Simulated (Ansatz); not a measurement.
# SiO2 (rutile): energy against volume

SiO2 (rutile)

```cif
data_O4Si2
_chemical_formula_sum 'Si2 O4'
_space_group_name_H-M_alt 'P 1'
_space_group_IT_number 1
_cell_length_a 4.19456
_cell_length_b 4.19456
_cell_length_c 2.67844
_cell_angle_alpha 90.000
_cell_angle_beta 90.000
_cell_angle_gamma 90.000
loop_
_space_group_symop_operation_xyz
  'x, y, z'
loop_
_atom_site_label
_atom_site_type_symbol
_atom_site_fract_x
_atom_site_fract_y
_atom_site_fract_z
_atom_site_occupancy
Si1 Si 0.00000 0.00000 0.00000 1
Si2 Si 0.50000 0.50000 0.50000 1
O1 O 0.30606 0.30606 0.00000 1
O2 O 0.80606 0.19394 0.50000 1
O3 O 0.19394 0.80606 0.50000 1
O4 O 0.69394 0.69394 0.00000 1
```

This relaxed cell (volume V₀) is scaled evenly in all directions, its shape held. The atoms relax within the cell's symmetry.

All values below come from PBEsol (plane waves to 420 eV, PAW, scalar-relativistic; Ansatz, an electronic-structure program). k mesh 8×8×13 (Γ-centred), Fermi-Dirac smearing 0.05 eV. E stands for the smeared free energy. With the shape held, the modulus is that of even scaling; a crystal free to change shape is softer. SiO2 was relaxed with its symmetry unable to fall. ΔE is measured from the relaxed starting cell.

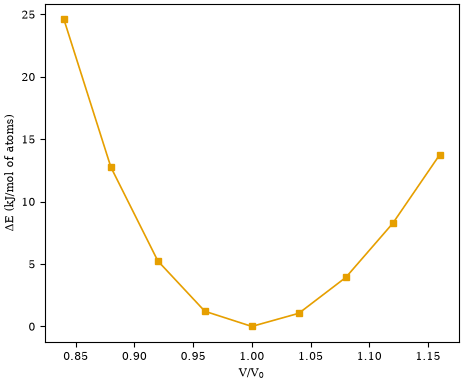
Fig. 1. ΔE (kJ/mol of atoms) against V/V₀; computed points joined by lines.

The equilibrium volume of the fit is 7.85 Å³/atom and the pressure for 5 % compression (fit) is 17.0 GPa. The pressure derivative B₀′ (fit) is 4.4, the energy cost of the largest expansion is 142.6 meV/atom and the energy cost of the largest compression is 254.9 meV/atom.

P = (3B₀/2)(x⁷ − x⁵)[1 + ¾(B₀′ − 4)(x² − 1)] with x = (1/0.95)^(1/3), B₀ = 297 GPa and B₀′ = 4.38.

(Under strain, the slope of the energy per volume gives the stress and its curvature an elastic modulus.)
